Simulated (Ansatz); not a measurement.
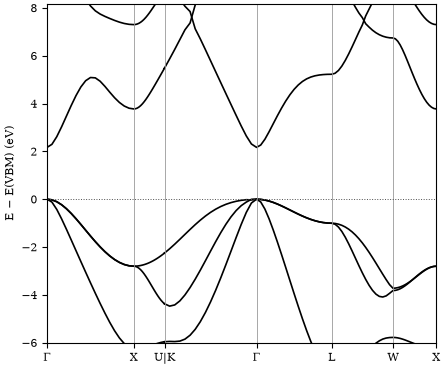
Figure: Band structure from plane-wave PAW r²SCAN (Ansatz code)

**Question.** Read off the gap and where the band edges lie.

**Answer.** About 2.2 eV (2.17 eV by a search for the band edges); maximum at Γ, minimum at Γ.

**Question.** Which compound is it?
A) BiB, zinc blende
B) Si3N4, Fd-3m (Si on 16c, Si on 8b, N on 32e)
C) PbS, rock salt
D) GaN, zinc blende

**Answer.** D, GaN, zinc blende

Space group F-43m (zinc blende). The cell was relaxed with r²SCAN under the symmetry of its start. Spin–orbit coupling is left out wherever it is not named.

Potentials: the later of the program's two PAW sets.
